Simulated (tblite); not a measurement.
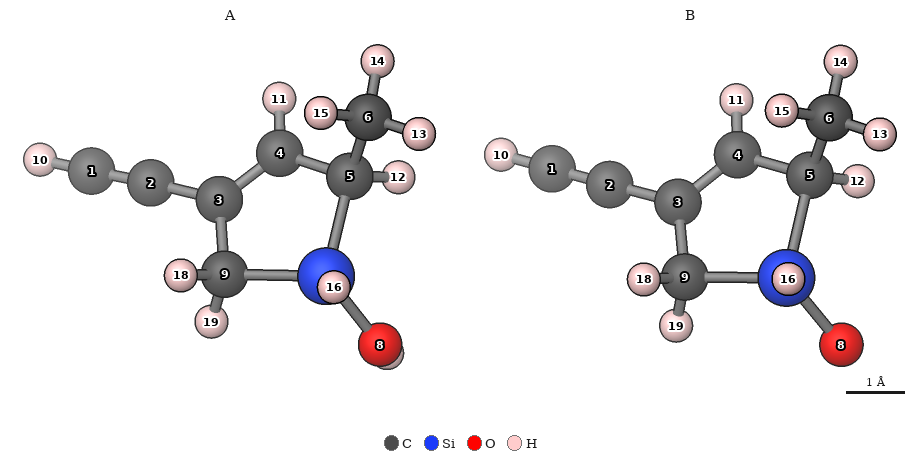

Two geometries of C7H10OSi, drawn at one scale. One is the start of a relaxation, the other its converged end. A ball-and-stick model, seen at a tilt.

Theory: GFN2-xTB geometry optimisation, gas phase in tblite. 

Which of the two is the end point?

Structure A is the relaxed one. Over 48 geometry steps the energy falls by 4.03 kcal/mol. The atom that moves furthest after the best rigid fit is an H atom (0.19 Å). Largest moves by element: H 0.19 Å, O 0.07 Å, C 0.06 Å, Si 0.04 Å. Some distances before and after: C–Si 1.971 → 1.918 Å, H–Si 1.483 → 1.454 Å, O–Si 1.658 → 1.631 Å, C–C 1.518 → 1.500 Å. Bond angles that change, for instance: O–Si–H 112.3° → 101.2°, C–Si–H 111.1° → 116.4°, Si–O–H 116.9° → 122.1°.
